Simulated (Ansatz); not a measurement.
## How far to go with the plane-wave cutoff: FeGe (P6mm, 6 atoms in the cell)

```xyz
6
Lattice="4.9726 0.0000 0.0000 -2.4863 4.3064 0.0000 0.0000 0.0000 4.0952" Properties=species:S:1:pos:R:3 pbc="T T T"
Fe     2.4863     0.0000     0.0000
Fe     1.2432     2.1532     0.0000
Fe    -1.2432     2.1532     0.0000
Ge     0.0000     0.0000     0.0500
Ge     0.0000     2.8709     2.0476
Ge     2.4863     1.4355     2.0476
```
Moments meant for the start (each program seeds them in its own way; μB, in the order of the atoms Fe Fe Fe Ge Ge Ge): 4.0 4.0 4.0 0.0 0.0 0.0.

Method of the run: LDA (PW92), default PAW files made with PBE (plane waves; Ansatz, an electronic-structure program).

Base settings: basis.ecutwfc = 420 eV; kpoints.mp_grid.grid = 3 3 3; hamiltonian.xc = lda; hamiltonian.pseudopotentials = {kind: paw} (the program's default PAW files); magnetization.spin_polarized = true; scf.occupations.method = fermi_dirac; scf.occupations.width = 0.1 eV.

The second cell is the first with its lattice scaled by 0.98.

The mesh stays at the base's, so the ladder's end is converged at best in this setting alone.

The first pressure column holds Ansatz's estimate of the finite-basis (Pulay) stress, which hides part of the cutoff error; the other is without it.

Only quantities that move along the ladder and can be compared are tabulated.

The magnetic state is not the same in all runs (site moments differ, or a search went on to a lower state), so steps between rows are not convergence errors alone.

The count of work is k-points × plane waves × bands × iterations; it is no time. 

The starting cell comes from a database of computed structures (which also holds hypothetical and non-ambient phases and stackings), without a prior relaxation at this level. Its lattice was rescaled by up to half a per cent. One atom was moved a little off its site on purpose. The magnetic order is the one reached from the typed start; others were not searched systematically. In the base run, with a pressure of about -12 GPa the cell is away from its equilibrium volume at this level. Without a gap this mesh is coarse (it stands for a supercell whose shortest vector is 12 Å).

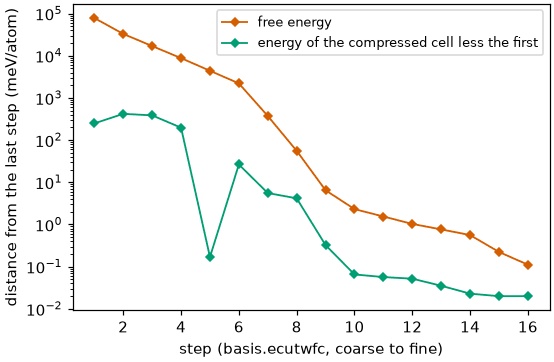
Fig. 1. Distance from the last step along the ladder; very small values are drawn at a floor.

| basis.ecutwfc | free energy less the last step's (meV/atom) | energy of the compressed cell less the first (meV/atom) | pressure (GPa) | pressure without the Pulay estimate (GPa) | largest difference of a force vector from the last step's (eV/Å) | count of work / last |
|---|---|---|---|---|---|---|
| 145 eV | 78602.02 | -293.83 | 82.48 | -2768.65 | 1.876 | 0.056 |
| 170 eV | 33006.04 | 375.28 | -31.04 | -1385.00 | 0.351 | 0.061 |
| 190 eV | 16998.51 | -431.36 | -28.81 | -810.62 | 0.348 | 0.075 |
| 210 eV | 8799.83 | -242.18 | -10.88 | -472.24 | 0.056 | 0.089 |
| 230 eV | 4412.17 | -44.74 | -11.60 | -269.84 | 0.082 | 0.099 |
| 250 eV | 2214.53 | -71.03 | -6.10 | -156.26 | 0.020 | 0.12 |
| 295 eV | 374.09 | -50.14 | -9.26 | -44.31 | 0.010 | 0.15 |
| 335 eV | 55.81 | -40.40 | -11.96 | -18.57 | 0.001 | 0.19 |
| 380 eV | 6.47 | -44.25 | -12.21 | -12.94 | 0.000 | 0.25 |
| 420 eV | 2.32 | -44.51 | -12.20 | -12.30 | 0.000 | 0.25 |
| 460 eV | 1.55 | -44.52 | -12.21 | -12.26 | 0.000 | 0.31 |
| 505 eV | 1.03 | -44.52 | -12.21 | -12.24 | 0.000 | 0.36 |
| 565 eV | 0.77 | -44.54 | -12.22 | -12.23 | 0.000 | 0.39 |
| 630 eV | 0.56 | -44.55 | -12.22 | -12.24 | 0.000 | 0.50 |
| 735 eV | 0.22 | -44.56 | -12.22 | -12.23 | 0.000 | 0.61 |
| 840 eV | 0.11 | -44.57 | -12.22 | -12.23 | 0.000 | 0.77 |
| 1010 eV | 0.00 | -44.57 | -12.22 | -12.23 | 0.000 | 1.0 |

Coarsest basis.ecutwfc that holds the energy of the compressed cell less the first within 0.5 meV/atom of the last step, with all finer ones: 380 eV, at 0.25 of the last step's count of work; the step before is off by 4.2 meV/atom.

Coarsest basis.ecutwfc that holds the free energy within 2 meV/atom of the last step, with all finer ones: 460 eV, at 0.31 of the last step's count of work; the step before is off by 2.3 meV/atom.

Coarsest basis.ecutwfc that holds the forces within 0.005 eV/Å of the last step, with all finer ones: 335 eV, at 0.19 of the last step's count of work; the step before is off by 0.010 eV/Å.

The energy difference between the two cells stays within 1 meV/atom of the last step's from 380 eV on, the total only from 565 eV on: much of the error is common to both cells and cancels.

At the lowest cutoff the pressure without the Pulay estimate lies 2760 GPa under the last step's, the usual sign of Pulay stress in an incomplete plane-wave basis.

Keys are those of Ansatz 0.2.
